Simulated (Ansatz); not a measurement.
# C2H7Ga (SMILES [CH3][GaH][CH3]) at 6 levels

Wanted: a comparison of 6 runs (HF/STO-3G, HSE06/def2-SVP, SVWN5/def2-SVP, wB97X/def2-SVP, RPA@PBE0/def2-SVP, MP2/def2-SVP) of C2H7Ga. 

The calculation is run with Ansatz 0.2.0.

47 further runs of the same task are left out: 1 that didn't finish, 46 set aside as unsound or not needed.

## 1. Starting point

C2H7Ga: 10 atoms, total charge 0, spin state singlet. As SMILES, `[CH3][GaH][CH3]`. The C1–H4 distance was set to 1.643 Å, away from the relaxed value. At this shape a bond of the SMILES string is far longer than usual.

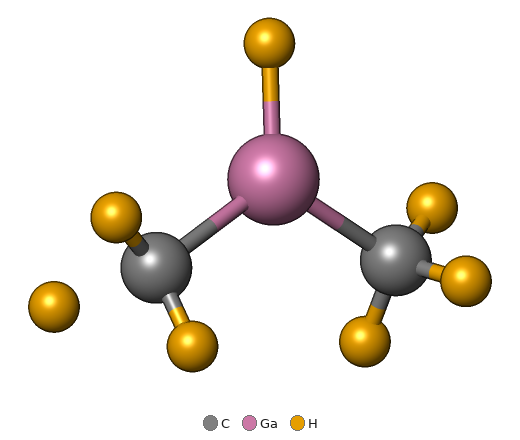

Viewed from a chosen angle; carbon grey, gallium pink, hydrogen amber.

## 2. The energy at HF/STO-3G (run 1)

input.yaml

```yaml
crystal:
  periodic: [false, false, false]
  atoms:
    - {symbol: C, position_ang: [-0.828242, 1.407109, -0.293585]}
    - {symbol: Ga, position_ang: [0.884158, 0.530409, 0.136915]}
    - {symbol: C, position_ang: [0.916658, -1.057191, 1.305115]}
    - {symbol: H, position_ang: [-1.533700, 0.614200, -1.548200]}
    - {symbol: H, position_ang: [-0.700242, 2.448109, -0.593285]}
    - {symbol: H, position_ang: [-1.524542, 1.359509, 0.546815]}
    - {symbol: H, position_ang: [2.232458, 1.100809, -0.454385]}
    - {symbol: H, position_ang: [0.922858, -0.729691, 2.350515]}
    - {symbol: H, position_ang: [1.804458, -1.671591, 1.148715]}
    - {symbol: H, position_ang: [0.025558, -1.673991, 1.168315]}
basis:
  gaussian:
    orbitals: STO-3G
hamiltonian:
  xc: hf
accuracy: high
output: {orbitals: {seedname: orbitals}}
```

Launch:

```bash
$ ansatz run input.yaml --threads 1 --pin off --max-ram 3480MiB --events-out events.jsonl --progress --plain --runs-dir runs
```

The log of the run:

```text
Warning: RAYON_NUM_THREADS=1 ignored (pool sized by the plan → 1); use --threads N
Functional definition: HF
  name "HF"
  exchange = exact_x
  correlation = 0
600 factors; integrals over basis functions are off by at most 3.1e-9 eV
mean field evaluation 1: about -53867.6562 eV, gradient 1.2e1 eV
mean field evaluation 2: about -53867.7485 eV, gradient 1.2e1 eV
mean field evaluation 4: about -53868.6152 eV, gradient 1.2e0 eV
mean field evaluation 8: about -53868.6238 eV, gradient 1.0e-1 eV
mean field evaluation 16: about -53868.6247 eV, gradient 2.6e-8 eV
mean field evaluation 32: about -53862.2854 eV, gradient 3.7e1 eV
mean field evaluation 64: about -53867.5353 eV, gradient 1.6e1 eV
mean field -53868.62470772 eV, -1979.6354445433 hartree, gradient 2.6e-8 eV, S^2 0.000000; 0 other end points of the search recorded, 0 dependent functions left out
reference -53868.62470772 eV, -1979.6354445433 hartree; 25, 25 occupied and 10, 10 virtual orbitals, 600 factors
Total energy: -53868.62470772 eV, -1979.6354445433 hartree
```

Run time: 0.56 s. Hardware: 1 thread of Arm Neoverse V1, shared host.

## 3. A single-point energy at HSE06/def2-SVP (run 2)

molecule.yaml

```yaml
crystal:
  periodic: [false, false, false]
  atoms:
    - {symbol: C, position_ang: [-0.828242, 1.407109, -0.293585]}
    - {symbol: Ga, position_ang: [0.884158, 0.530409, 0.136915]}
    - {symbol: C, position_ang: [0.916658, -1.057191, 1.305115]}
    - {symbol: H, position_ang: [-1.533700, 0.614200, -1.548200]}
    - {symbol: H, position_ang: [-0.700242, 2.448109, -0.593285]}
    - {symbol: H, position_ang: [-1.524542, 1.359509, 0.546815]}
    - {symbol: H, position_ang: [2.232458, 1.100809, -0.454385]}
    - {symbol: H, position_ang: [0.922858, -0.729691, 2.350515]}
    - {symbol: H, position_ang: [1.804458, -1.671591, 1.148715]}
    - {symbol: H, position_ang: [0.025558, -1.673991, 1.168315]}
basis:
  gaussian: {orbitals: def2-SVP}
hamiltonian: {xc: {name: HSE06}}
accuracy: high
output: {orbitals: {seedname: orbitals}}
```

Launch:

```bash
$ ansatz run molecule.yaml --threads 1 --pin off --max-ram 3480MiB --events-out events.jsonl --progress --plain --runs-dir runs
```

The log of the run:

```text
Warning: RAYON_NUM_THREADS=1 ignored (pool sized by the plan → 1); use --threads N
Functional definition: HSE06
  name "HSE06"
  parameter a = 0.25
  parameter omega = 0.11/bohr
  exchange = pbe_x - a*pbe_x_sr(omega) + a*exact_x_sr(omega)
  correlation = pbe_c
2186 factors; integrals over basis functions are off by at most 7.9e-9 eV
104 factors; integrals over basis functions are off by at most 2.0e-9 eV
mean field evaluation 1: about -54535.6321 eV, gradient 6.5e1 eV
mean field evaluation 2: about -54526.0935 eV, gradient 8.2e1 eV
mean field evaluation 4: about -54545.8077 eV, gradient 4.7e0 eV
mean field evaluation 8: about -54545.9858 eV, gradient 1.6e-1 eV
mean field evaluation 16: about -54545.9858 eV, gradient 2.5e-5 eV
mean field -54545.98582870 eV, -2004.5280066077 hartree, gradient 3.2e-8 eV, S^2 0.000000; 0 other end points of the search recorded, 0 dependent functions left out
reference -54545.98583249 eV, -2004.5280067470 hartree; 25, 25 occupied and 70, 70 virtual orbitals, 2186 factors
Total energy: -54545.98583249 eV, -2004.5280067470 hartree
```

It took 9.6 s on 1 thread of Arm Neoverse V1, shared host; peak memory 0.35 GiB.

Runs 3 to 5 aren't shown in full; the table further down has their settings and results.

## 4. The energy at MP2/def2-SVP (run 6)

run.yaml

```yaml
crystal:
  periodic: [false, false, false]
  atoms:
    - {symbol: C, position_ang: [-0.828242, 1.407109, -0.293585]}
    - {symbol: Ga, position_ang: [0.884158, 0.530409, 0.136915]}
    - {symbol: C, position_ang: [0.916658, -1.057191, 1.305115]}
    - {symbol: H, position_ang: [-1.533700, 0.614200, -1.548200]}
    - {symbol: H, position_ang: [-0.700242, 2.448109, -0.593285]}
    - {symbol: H, position_ang: [-1.524542, 1.359509, 0.546815]}
    - {symbol: H, position_ang: [2.232458, 1.100809, -0.454385]}
    - {symbol: H, position_ang: [0.922858, -0.729691, 2.350515]}
    - {symbol: H, position_ang: [1.804458, -1.671591, 1.148715]}
    - {symbol: H, position_ang: [0.025558, -1.673991, 1.168315]}
basis:
  gaussian: {orbitals: def2-SVP}
correlation: {method: mp2, frozen_orbitals: {C: 1, Ga: 9, H: 0}}
accuracy: high
```

Launch:

```bash
$ ansatz run run.yaml --threads 1 --pin off --max-ram 3480MiB --events-out events.jsonl --progress --plain --runs-dir runs
```

The log of the run:

```text
Warning: RAYON_NUM_THREADS=1 ignored (pool sized by the plan → 1); use --threads N
[... 4 set-up lines as earlier in the session ...]
2186 factors; integrals over basis functions are off by at most 7.9e-9 eV
mean field evaluation 1: about -54492.6451 eV, gradient 2.9e1 eV
mean field evaluation 2: about -54492.6844 eV, gradient 2.9e1 eV
mean field evaluation 4: about -54495.2405 eV, gradient 2.8e0 eV
mean field evaluation 8: about -54495.2779 eV, gradient 2.8e-4 eV
mean field -54495.27790081 eV, -2002.6645246286 hartree, gradient 1.8e-8 eV, S^2 0.000000; 0 other end points of the search recorded, 0 dependent functions left out
11 core orbitals not correlated: weight in the atoms' cores, before any rotation towards them, 1.000 or more for the frozen orbitals, at most 0.000 for the correlated occupied ones
reference -54495.27790081 eV, -2002.6645246286 hartree; 14, 14 occupied and 70, 70 virtual orbitals, 2186 factors
second order -14.10711737 eV of doubles, -0.00000000 eV of singles
Total energy: -54509.38501818 eV, -2003.1829516297 hartree
```

It took 4.2 s on 1 thread of Arm Neoverse V1, shared host; peak memory 0.28 GiB.

## 5. All runs side by side

| run | level | frozen core orbitals | energy (Eh) | HOMO energy (eV) | LUMO energy (eV) | HOMO–LUMO gap (eV) | wall time |
| --- | --- | --- | --- | --- | --- | --- | --- |
| 1 | HF/STO-3G | – | -1979.635445 | -6.87 | 4.95 | 11.82 | 0.56 s |
| 2 | HSE06/def2-SVP | – | -2004.528007 | -7.31 | -1.60 | 5.71 | 9.6 s |
| 3 | SVWN5/def2-SVP | – | -2001.085459 | -6.56 | -2.23 | 4.33 | 4.8 s |
| 4 | wB97X/def2-SVP | – | -2004.913853 | -10.07 | 0.70 | 10.77 | 31 s |
| 5 | RPA@PBE0/def2-SVP | 11 | -2003.410533 | – | – | – | 18 s |
| 6 | MP2/def2-SVP | 11 | -2003.182952 | – | – | – | 4.2 s |

## 6. What came out

| quantity | value |
| --- | --- |
| run 6: total energy | -2003.18295 Eh |
| run 6: correlation energy (11 core orbitals frozen) | -518.4 mEh |

In words: Over runs 1, 2, 3, 4 the HOMO–LUMO gap runs from 4.33 eV (SVWN5/def2-SVP) to 11.82 eV (HF/STO-3G). The two ends differ in method and basis. Totals of different functionals can't be ranked against each other. In run 1 the basis is minimal, so the values are rough. All runs together took 68 s, the longest 31 s.
